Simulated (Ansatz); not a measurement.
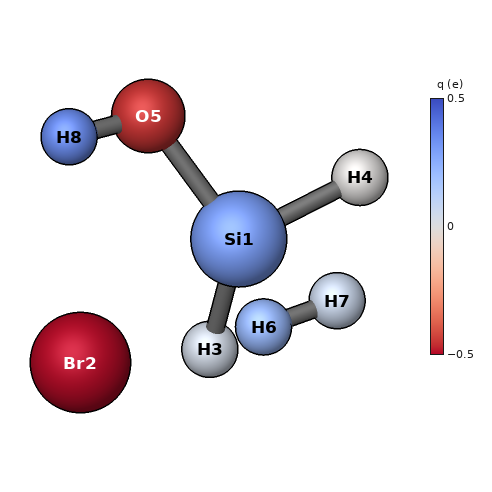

Atoms are coloured by their Mulliken charges. The geometry was computed by a saddle-point search with PBE0-D4/def2-TZVP. Properties computed with RKS PBE0-D4/def2-TZVP (Ansatz 0.2.0).

Give the Mulliken charges atom by atom.

```csv
atom,value (e)
Si1,0.30
Br2,−0.49
H3,0.04
H4,0.00
O5,−0.45
H6,0.21
H7,0.06
H8,0.34
```

Mulliken values depend strongly on the basis set and can even reverse the polarity of a bond.
